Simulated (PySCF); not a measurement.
## Electronic structure of C4H6BrNSi2 in real space

```
atom    x (Å)    y (Å)    z (Å)
   N   3.8078   1.6219   2.4346
   C   3.1295   1.0768   1.6839
   C   2.3224   0.4371   0.7902
   C   1.6054  -0.1180  -0.0150
  Si   0.4782  -0.9825  -1.2018
   C  -1.2727  -0.8413  -0.4544
  Si  -1.9338   0.8884   0.0200
  Br  -1.2857  -1.9067   1.2177
   H   0.5100  -0.2781  -2.4849
   H   0.8783  -2.3868  -1.2810
   H  -1.9860  -1.3520  -1.1007
   H  -1.0097   1.4606   0.9942
   H  -1.9780   1.6726  -1.2150
   H  -3.2663   0.7075   0.5899
```

Geometry: GFN2-xTB.

All numbers below come from CAM-B3LYP/def2-SVPD, SCF density, gas phase in PySCF.

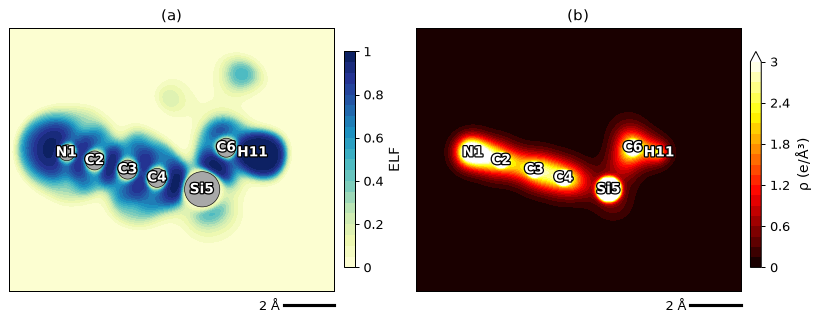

Figure 1. (a) ELF; (b) total electron density on the plane of atoms Si5, C6 and H11. Grey discs cover the atomic cores in the ELF map.

Question: What do the fields say about this system?

Answer:
- Atoms in the plane: N, C, Si and H.
- C–N (1.15 Å): ρ is about 3.5 e/Å³ halfway; the ELF peaks at about 0.85 between the atoms: a short, multiple covalent bond.
- C–C (1.21 Å): ρ is about 2.7 e/Å³ halfway; the ELF peaks at about 0.85 between the atoms: a multiple bond.
- C–Si (1.85 Å): the density is about 0.93 e/Å³ at the midpoint; the ELF peaks at about 1 between the atoms; localised, covalent bonding.
- C–H (1.09 Å): ρ at the midpoint is about 2 e/Å³; the ELF climbs to about 1 towards the hydrogen, as it does in any bond to H; a covalent bond by its length.
- C–C (1.36 Å): the density is about 2.1 e/Å³ at the midpoint; the ELF peaks at about 0.95 between the atoms: localised, covalent bonding.
- The ELF also peaks beside N1, away from the bonds: lone-pair regions.

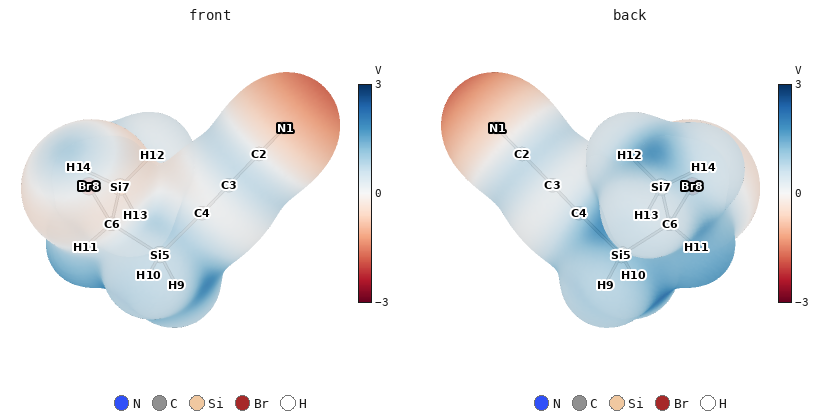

Figure 2. The electrostatic potential painted on the density surface at 0.002 e/bohr³, seen from the front and from behind; the colour scale runs from red (negative) to blue (positive).

Question: Describe the electrostatic potential map.

Answer: The most negative region (about −1.6 V) lies over N1, the most positive (about +2.0 V) over Si5. Br8 shows a σ-hole: about +0.8 V at the tip opposite its bond, against about −0.3 V on its flanks. N1 is the likeliest acceptor of a hydrogen bond.

Question: How polar is the molecule by this calculation?

Answer: Its dipole moment is 4.91 D.
